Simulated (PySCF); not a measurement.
# Br: excitation energy in aug-cc-pVQZ-DK

Wanted: the excitation energy of bromine, up a ladder of methods.

The numbers are computed with PySCF 2.14.0 (unrestricted determinants in a Gaussian basis, no spin-orbit coupling in the energies), except any that are marked as measured or tabulated.

### 1 What is computed

```
Element                                   : bromine (Z = 35)
Basis                                     : aug-cc-pVQZ-DK (8s7p5d3f2g, 93 functions)
Hamiltonian                               : scalar relativity by spin-free X2C-1e
State 1                                   : Br: [Ar] 3d10 4s1 4p6, 2S determinant (an excited configuration)
Needed too, but not shown                 : Br [Ar] 3d10 4s2 4p5 (2P)
Methods                                   : UHF, LDA, PBE, PBE0, r2SCAN, LC-wPBE, wB97X-V, wB97X, revPBE, MP2
Core shells frozen in the correlated runs : valence: [Ar] 3d10 (for Br)
```

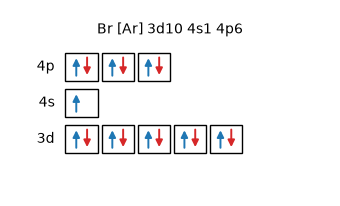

The shells outside the core, filled by Hund's rule for the drawing.

The runs were made by one driver on top of PySCF. The scripts below sum up each run's settings (the driver also hands on starting orbitals that pick excited configurations, and frozen orbitals as a list rather than a count), and the logs come from the driver's own runs. The driver starts from symmetry-adapted Hartree-Fock orbitals, holds the occupation by maximum overlap and uses a logarithmic radial grid for functionals, so a plain start would take other cycles.

The integrals over 93 functions and the set-up took 2.4 s of CPU time.

### 2 Br [Ar] 3d10 4s1 4p6, method by method

#### UHF

input.py

```python
from pyscf import gto, scf, dft, mp, cc
import basis_set_exchange as bse
mol = gto.M(atom="Br 0 0 0", charge=0, spin=1, symmetry="D2h",
            basis=gto.basis.parse(bse.get_basis("aug-cc-pVQZ-DK", elements=["Br"], fmt="nwchem")),
            nucmod="G")
mf = scf.UHF(mol).sfx2c1e()
mf.irrep_nelec = {'Ag': (6, 5), 'B1g': (1, 1), 'B2g': (1, 1), 'B3g': (1, 1), 'B1u': (3, 3), 'B2u': (3, 3), 'B3u': (3, 3)}
mf.kernel()
```

What it wrote:

```text
damping factor = 0
level_shift factor = 0
DIIS = <class 'pyscf.scf.diis.CDIIS'>
diis_start_cycle = 1
diis_space = 10
diis_damp = 0
SCF conv_tol = 1e-09
SCF conv_tol_grad = None
number electrons alpha = 18  beta = 17
cycle= 1 E= -2603.86322090197  delta_E= -2.82e-11  |g|= 2.52e-06  |ddm|= 3.13e-05
converged SCF energy = -2603.86322090197  <S^2> = 0.78351127  2S+1 = 2.0332351
```

CPU time 1 s on a shared host, the integrals not counted.

The occupied shells:

```
shell  electrons  mean orbital energy (eV)  spread (eV)  rms radius (bohr)
 1s α          1                  -13558.9            0             0.0492
 1s β          1                  -13558.6            0             0.0492
 2s α          1                   -1828.1            0              0.205
 2s β          1                   -1827.7            0              0.205
 2p α          3                   -1607.8            0              0.183
 2p β          3                   -1607.6            0              0.183
 3s α          1                   -279.89            0              0.588
 3s β          1                   -278.94            0              0.588
 3p α          3                   -207.89            0              0.607
 3p β          3                   -207.40            0              0.607
 3d α          5                   -88.211            0              0.650
 3d β          5                   -87.918            0              0.650
 4s α          1                   -31.023            0               1.79
 4p α          3                   -14.224            0               2.28
 4p β          3                   -10.787            0               2.28
```

⟨S²⟩ = 0.784, ⟨L²⟩ = 0.00.

#### LDA

input.py, as changed from the run before:

```diff
@@ -5,3 +5,3 @@
             nucmod="G")
-mf = scf.UHF(mol).sfx2c1e()
+mf = dft.UKS(mol, xc="LDA,VWN").sfx2c1e()
 mf.irrep_nelec = {'Ag': (6, 5), 'B1g': (1, 1), 'B2g': (1, 1), 'B3g': (1, 1), 'B1u': (3, 3), 'B2u': (3, 3), 'B3u': (3, 3)}
```

What it wrote:

```text
damping factor = 0
level_shift factor = 0
DIIS = <class 'pyscf.scf.diis.CDIIS'>
diis_start_cycle = 1
diis_space = 10
diis_damp = 0
SCF conv_tol = 1e-09
SCF conv_tol_grad = None
number electrons alpha = 18  beta = 17
XC functionals = LDA,VWN
    P. A. M. Dirac.,  Math. Proc. Cambridge Philos. Soc. 26, 376 (1930)
    F. Bloch.,  Z. Phys. 57, 545 (1929)
    S. H. Vosko, L. Wilk, and M. Nusair.,  Can. J. Phys. 58, 1200 (1980)
cycle= 1 E= -2602.0311879331  delta_E= -0.0192  |g|= 0.155  |ddm|= 2.17
cycle= 2 E= -2602.03323308845  delta_E= -0.00205  |g|= 0.0973  |ddm|= 0.409
cycle= 3 E= -2602.03426001658  delta_E= -0.00103  |g|= 0.00708  |ddm|= 0.173
cycle= 4 E= -2602.0342762706  delta_E= -1.63e-05  |g|= 0.000902  |ddm|= 0.0349
cycle= 5 E= -2602.03427672052  delta_E= -4.5e-07  |g|= 3.75e-05  |ddm|= 0.00414
cycle= 6 E= -2602.0342767216  delta_E= -1.07e-09  |g|= 9.52e-07  |ddm|= 0.000139
cycle= 7 E= -2602.03427672159  delta_E= 2.73e-12  |g|= 1.67e-08  |ddm|= 5.14e-06
converged SCF energy = -2602.03427672159  <S^2> = 0.75214196  2S+1 = 2.0021408
```

It used 1.1 s of CPU time after the integrals (shared host).

#### PBE

input.py, as changed from the run before:

```diff
@@ -5,3 +5,3 @@
             nucmod="G")
-mf = dft.UKS(mol, xc="LDA,VWN").sfx2c1e()
+mf = dft.UKS(mol, xc="PBE").sfx2c1e()
 mf.irrep_nelec = {'Ag': (6, 5), 'B1g': (1, 1), 'B2g': (1, 1), 'B3g': (1, 1), 'B1u': (3, 3), 'B2u': (3, 3), 'B3u': (3, 3)}
```

What it wrote:

```text
damping factor = 0
level_shift factor = 0
DIIS = <class 'pyscf.scf.diis.CDIIS'>
diis_start_cycle = 1
diis_space = 10
diis_damp = 0
SCF conv_tol = 1e-09
SCF conv_tol_grad = None
number electrons alpha = 18  beta = 17
XC functionals = PBE
    J. P. Perdew, K. Burke, and M. Ernzerhof.,  Phys. Rev. Lett. 77, 3865 (1996)
    J. P. Perdew, K. Burke, and M. Ernzerhof.,  Phys. Rev. Lett. 78, 1396 (1997)
    J. P. Perdew, K. Burke, and M. Ernzerhof.,  Phys. Rev. Lett. 77, 3865 (1996)
    J. P. Perdew, K. Burke, and M. Ernzerhof.,  Phys. Rev. Lett. 78, 1396 (1997)
cycle= 1 E= -2605.41622953808  delta_E= -0.013  |g|= 0.121  |ddm|= 1.22
cycle= 2 E= -2605.41752868113  delta_E= -0.0013  |g|= 0.0755  |ddm|= 0.324
cycle= 3 E= -2605.41813865797  delta_E= -0.00061  |g|= 0.00574  |ddm|= 0.135
cycle= 4 E= -2605.41814989077  delta_E= -1.12e-05  |g|= 0.00102  |ddm|= 0.0266
cycle= 5 E= -2605.41815044729  delta_E= -5.57e-07  |g|= 2.18e-05  |ddm|= 0.00509
cycle= 6 E= -2605.41815044752  delta_E= -2.39e-10  |g|= 7.47e-07  |ddm|= 7.57e-05
converged SCF energy = -2605.41815044752  <S^2> = 0.75270812  2S+1 = 2.0027063
```

CPU time 1.6 s on a shared host, the integrals not counted.

#### PBE0

input.py, as changed from the run before:

```diff
@@ -5,3 +5,3 @@
             nucmod="G")
-mf = dft.UKS(mol, xc="PBE").sfx2c1e()
+mf = dft.UKS(mol, xc="PBE0").sfx2c1e()
 mf.irrep_nelec = {'Ag': (6, 5), 'B1g': (1, 1), 'B2g': (1, 1), 'B3g': (1, 1), 'B1u': (3, 3), 'B2u': (3, 3), 'B3u': (3, 3)}
```

What it wrote:

```text
damping factor = 0
level_shift factor = 0
DIIS = <class 'pyscf.scf.diis.CDIIS'>
diis_start_cycle = 1
diis_space = 10
diis_damp = 0
SCF conv_tol = 1e-09
SCF conv_tol_grad = None
number electrons alpha = 18  beta = 17
XC functionals = PBE0
    C. Adamo and V. Barone.,  J. Chem. Phys. 110, 6158 (1999)
    M. Ernzerhof and G. E. Scuseria.,  J. Chem. Phys. 110, 5029 (1999)
cycle= 1 E= -2605.44872559005  delta_E= -0.00793  |g|= 0.0696  |ddm|= 0.826
cycle= 2 E= -2605.44935122146  delta_E= -0.000626  |g|= 0.035  |ddm|= 0.193
cycle= 3 E= -2605.44948157427  delta_E= -0.00013  |g|= 0.00383  |ddm|= 0.0682
cycle= 4 E= -2605.44948738275  delta_E= -5.81e-06  |g|= 0.00131  |ddm|= 0.018
cycle= 5 E= -2605.44948835  delta_E= -9.67e-07  |g|= 2.65e-05  |ddm|= 0.00568
cycle= 6 E= -2605.44948835023  delta_E= -2.26e-10  |g|= 1.24e-06  |ddm|= 0.000167
converged SCF energy = -2605.44948835023  <S^2> = 0.75599487  2S+1 = 2.0059859
```

CPU time 2.1 s on a shared host, the integrals not counted.

#### r2SCAN

input.py, as changed from the run before:

```diff
@@ -5,3 +5,3 @@
             nucmod="G")
-mf = dft.UKS(mol, xc="PBE0").sfx2c1e()
+mf = dft.UKS(mol, xc="R2SCAN").sfx2c1e()
 mf.irrep_nelec = {'Ag': (6, 5), 'B1g': (1, 1), 'B2g': (1, 1), 'B3g': (1, 1), 'B1u': (3, 3), 'B2u': (3, 3), 'B3u': (3, 3)}
```

What it wrote:

```text
damping factor = 0
level_shift factor = 0
DIIS = <class 'pyscf.scf.diis.CDIIS'>
diis_start_cycle = 1
diis_space = 10
diis_damp = 0
SCF conv_tol = 1e-09
SCF conv_tol_grad = None
number electrons alpha = 18  beta = 17
XC functionals = R2SCAN
    J. W. Furness, A. D. Kaplan, J. Ning, J. P. Perdew, and J. Sun.,  J. Phys. Chem. Lett. 11, 8208-8215 (2020)
    J. W. Furness, A. D. Kaplan, J. Ning, J. P. Perdew, and J. Sun.,  J. Phys. Chem. Lett. 11, 9248-9248 (2020)
    J. W. Furness, A. D. Kaplan, J. Ning, J. P. Perdew, and J. Sun.,  J. Phys. Chem. Lett. 11, 8208-8215 (2020)
    J. W. Furness, A. D. Kaplan, J. Ning, J. P. Perdew, and J. Sun.,  J. Phys. Chem. Lett. 11, 9248-9248 (2020)
cycle= 1 E= -2605.72488077835  delta_E= -0.0089  |g|= 0.0775  |ddm|= 0.947
cycle= 2 E= -2605.72561868266  delta_E= -0.000738  |g|= 0.0417  |ddm|= 0.22
cycle= 3 E= -2605.72580871502  delta_E= -0.00019  |g|= 0.00452  |ddm|= 0.0764
cycle= 4 E= -2605.7258162389  delta_E= -7.52e-06  |g|= 0.00138  |ddm|= 0.0222
cycle= 5 E= -2605.72581756145  delta_E= -1.32e-06  |g|= 3.75e-05  |ddm|= 0.00627
cycle= 6 E= -2605.72581756195  delta_E= -5.01e-10  |g|= 1.99e-06  |ddm|= 0.000379
converged SCF energy = -2605.72581756195  <S^2> = 0.75754641  2S+1 = 2.0075322
```

CPU time 3.6 s on a shared host, the integrals not counted.

#### LC-wPBE

input.py, as changed from the run before:

```diff
@@ -5,3 +5,3 @@
             nucmod="G")
-mf = dft.UKS(mol, xc="R2SCAN").sfx2c1e()
+mf = dft.UKS(mol, xc="LC_WPBE").sfx2c1e()
 mf.irrep_nelec = {'Ag': (6, 5), 'B1g': (1, 1), 'B2g': (1, 1), 'B3g': (1, 1), 'B1u': (3, 3), 'B2u': (3, 3), 'B3u': (3, 3)}
```

What it wrote:

```text
damping factor = 0
level_shift factor = 0
DIIS = <class 'pyscf.scf.diis.CDIIS'>
diis_start_cycle = 1
diis_space = 10
diis_damp = 0
SCF conv_tol = 1e-09
SCF conv_tol_grad = None
number electrons alpha = 18  beta = 17
XC functionals = LC_WPBE
    O. A. Vydrov and G. E. Scuseria.,  J. Chem. Phys. 125, 234109 (2006)
cycle= 1 E= -2605.42398770214  delta_E= -0.0139  |g|= 0.109  |ddm|= 1.17
cycle= 2 E= -2605.42509816542  delta_E= -0.00111  |g|= 0.0666  |ddm|= 0.384
cycle= 3 E= -2605.42565014008  delta_E= -0.000552  |g|= 0.00696  |ddm|= 0.159
cycle= 4 E= -2605.42569915505  delta_E= -4.9e-05  |g|= 0.00222  |ddm|= 0.0334
cycle= 5 E= -2605.42570485374  delta_E= -5.7e-06  |g|= 9.96e-05  |ddm|= 0.0102
cycle= 6 E= -2605.42570486863  delta_E= -1.49e-08  |g|= 8.69e-06  |ddm|= 0.00047
cycle= 7 E= -2605.42570486875  delta_E= -1.22e-10  |g|= 9.81e-07  |ddm|= 5.84e-05
converged SCF energy = -2605.42570486875  <S^2> = 0.75401115  2S+1 = 2.0040071
```

CPU time 5 s on a shared host, the integrals not counted.

#### wB97X-V

input.py, as changed from the run before:

```diff
@@ -5,3 +5,3 @@
             nucmod="G")
-mf = dft.UKS(mol, xc="LC_WPBE").sfx2c1e()
+mf = dft.UKS(mol, xc="WB97X_V").sfx2c1e()
 mf.irrep_nelec = {'Ag': (6, 5), 'B1g': (1, 1), 'B2g': (1, 1), 'B3g': (1, 1), 'B1u': (3, 3), 'B2u': (3, 3), 'B3u': (3, 3)}
```

What it wrote:

```text
damping factor = 0
level_shift factor = 0
DIIS = <class 'pyscf.scf.diis.CDIIS'>
diis_start_cycle = 1
diis_space = 10
diis_damp = 0
SCF conv_tol = 1e-09
SCF conv_tol_grad = None
number electrons alpha = 18  beta = 17
XC functionals = WB97X_V
    N. Mardirossian and M. Head-Gordon.,  Phys. Chem. Chem. Phys. 16, 9904-9924 (2014)
NLC functional = WB97X_V
cycle= 1 E= -2605.5206835302  delta_E= -0.00945  |g|= 0.0725  |ddm|= 0.856
cycle= 2 E= -2605.52136568993  delta_E= -0.000682  |g|= 0.0404  |ddm|= 0.258
cycle= 3 E= -2605.52157388739  delta_E= -0.000208  |g|= 0.00533  |ddm|= 0.0956
cycle= 4 E= -2605.52160127211  delta_E= -2.74e-05  |g|= 0.00163  |ddm|= 0.027
cycle= 5 E= -2605.52160366571  delta_E= -2.39e-06  |g|= 6.5e-05  |ddm|= 0.00791
cycle= 6 E= -2605.52160367274  delta_E= -7.02e-09  |g|= 7.37e-06  |ddm|= 0.000391
cycle= 7 E= -2605.52160367282  delta_E= -8.46e-11  |g|= 6.42e-07  |ddm|= 3.84e-05
converged SCF energy = -2605.52160367282  <S^2> = 0.75497553  2S+1 = 2.0049694
```

It used 5.8 s of CPU time after the integrals (shared host).

#### wB97X

input.py, as changed from the run before:

```diff
@@ -5,3 +5,3 @@
             nucmod="G")
-mf = dft.UKS(mol, xc="WB97X_V").sfx2c1e()
+mf = dft.UKS(mol, xc="WB97X").sfx2c1e()
 mf.irrep_nelec = {'Ag': (6, 5), 'B1g': (1, 1), 'B2g': (1, 1), 'B3g': (1, 1), 'B1u': (3, 3), 'B2u': (3, 3), 'B3u': (3, 3)}
```

What it wrote:

```text
damping factor = 0
level_shift factor = 0
DIIS = <class 'pyscf.scf.diis.CDIIS'>
diis_start_cycle = 1
diis_space = 10
diis_damp = 0
SCF conv_tol = 1e-09
SCF conv_tol_grad = None
number electrons alpha = 18  beta = 17
XC functionals = WB97X
    J.-D. Chai and M. Head-Gordon.,  J. Chem. Phys. 128, 084106 (2008)
cycle= 1 E= -2605.79872182345  delta_E= -0.0103  |g|= 0.074  |ddm|= 1.14
cycle= 2 E= -2605.79940138278  delta_E= -0.00068  |g|= 0.0405  |ddm|= 0.317
cycle= 3 E= -2605.79959622034  delta_E= -0.000195  |g|= 0.00518  |ddm|= 0.0918
cycle= 4 E= -2605.7996162112  delta_E= -2e-05  |g|= 0.00152  |ddm|= 0.0298
cycle= 5 E= -2605.79961816088  delta_E= -1.95e-06  |g|= 9.05e-05  |ddm|= 0.00653
cycle= 6 E= -2605.79961817733  delta_E= -1.65e-08  |g|= 1.13e-05  |ddm|= 0.000761
cycle= 7 E= -2605.79961817759  delta_E= -2.61e-10  |g|= 1.08e-06  |ddm|= 8.29e-05
converged SCF energy = -2605.79961817759  <S^2> = 0.75519276  2S+1 = 2.005186
```

It used 3.1 s of CPU time after the integrals (shared host).

#### revPBE

input.py, as changed from the run before:

```diff
@@ -5,3 +5,3 @@
             nucmod="G")
-mf = dft.UKS(mol, xc="WB97X").sfx2c1e()
+mf = dft.UKS(mol, xc="PBE_R,PBE").sfx2c1e()
 mf.irrep_nelec = {'Ag': (6, 5), 'B1g': (1, 1), 'B2g': (1, 1), 'B3g': (1, 1), 'B1u': (3, 3), 'B2u': (3, 3), 'B3u': (3, 3)}
```

What it wrote:

```text
damping factor = 0
level_shift factor = 0
DIIS = <class 'pyscf.scf.diis.CDIIS'>
diis_start_cycle = 1
diis_space = 10
diis_damp = 0
SCF conv_tol = 1e-09
SCF conv_tol_grad = None
number electrons alpha = 18  beta = 17
XC functionals = PBE_R,PBE
    Y. Zhang and W. Yang.,  Phys. Rev. Lett. 80, 890 (1998)
    J. P. Perdew, K. Burke, and M. Ernzerhof.,  Phys. Rev. Lett. 77, 3865 (1996)
    J. P. Perdew, K. Burke, and M. Ernzerhof.,  Phys. Rev. Lett. 78, 1396 (1997)
cycle= 1 E= -2605.59777039513  delta_E= -0.0119  |g|= 0.114  |ddm|=    1
cycle= 2 E= -2605.59893350217  delta_E= -0.00116  |g|= 0.0718  |ddm|= 0.309
cycle= 3 E= -2605.59947628649  delta_E= -0.000543  |g|= 0.00578  |ddm|= 0.129
cycle= 4 E= -2605.5994877768  delta_E= -1.15e-05  |g|= 0.00116  |ddm|= 0.0271
cycle= 5 E= -2605.5994885034  delta_E= -7.27e-07  |g|= 2.28e-05  |ddm|= 0.00596
cycle= 6 E= -2605.59948850367  delta_E= -2.69e-10  |g|= 9.2e-07  |ddm|= 8.87e-05
converged SCF energy = -2605.59948850367  <S^2> = 0.75316596  2S+1 = 2.0031635
```

It used 1.6 s of CPU time after the integrals (shared host).

### 3 Br [Ar] 3d10 4s1 4p6, continued

#### MP2 (valence)

input.py: that of step 2 with these lines changed.

```diff
@@ -5,4 +5,5 @@
             nucmod="G")
-mf = dft.UKS(mol, xc="PBE_R,PBE").sfx2c1e()
+mf = scf.UHF(mol).sfx2c1e()
 mf.irrep_nelec = {'Ag': (6, 5), 'B1g': (1, 1), 'B2g': (1, 1), 'B3g': (1, 1), 'B1u': (3, 3), 'B2u': (3, 3), 'B3u': (3, 3)}
 mf.kernel()
+mp.UMP2(mf, frozen=14).kernel()
```

No log was kept for this step.

CPU time 0.46 s on a shared host, the integrals not counted.

With 7 electrons correlated, the MP2 correlation energy is -0.22651 hartree (-0.04001 same spin, -0.18649 opposite spin); the SCS form gives -0.23713. Largest pairs of shells: 4p-4p -0.2010, 4s-4p -0.0255, 4s-4s 0.0000.

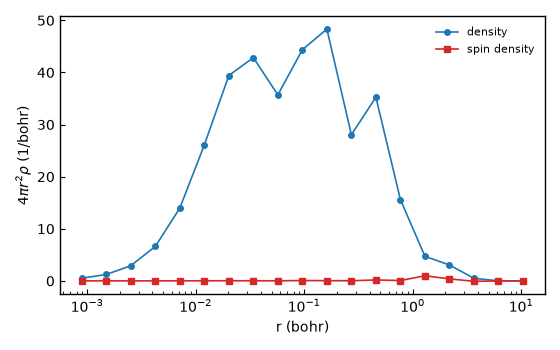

Radial density 4πr²ρ of Br at UHF, at 19 stored radii joined by straight lines.

### 4 The energy differences

Excitation energy: Br [Ar] 3d10 4s2 4p5 (2P) → Br [Ar] 3d10 4s1 4p6 (2S).

```
           method  value (eV)
              UHF      15.125
              LDA      12.286
              PBE      12.351
             PBE0      13.056
           r2SCAN      12.890
          LC-wPBE      13.500
          wB97X-V      13.276
            wB97X      13.287
           revPBE      12.347
    MP2 (valence)      13.049
SCS-MP2 (valence)      12.823
```

A first-order spin-orbit estimate (lowest level to lowest level, LS coupling) adds 0.151 eV.

The differences also use runs on Br [Ar] 3d10 4s2 4p5 (2P), which are not shown here.

### 5 Outcome

```
                                 quantity                                value
excitation energy, Br → [Ar] 3d10 4s1 4p6  UHF 15.125, MP2 (valence) 13.049 eV
```

**Reading.** The methods span 2.838 eV, from LDA (12.286) to UHF (15.125). No reference value is at hand in this session. All values hold for this basis alone; no basis-set limit was taken.
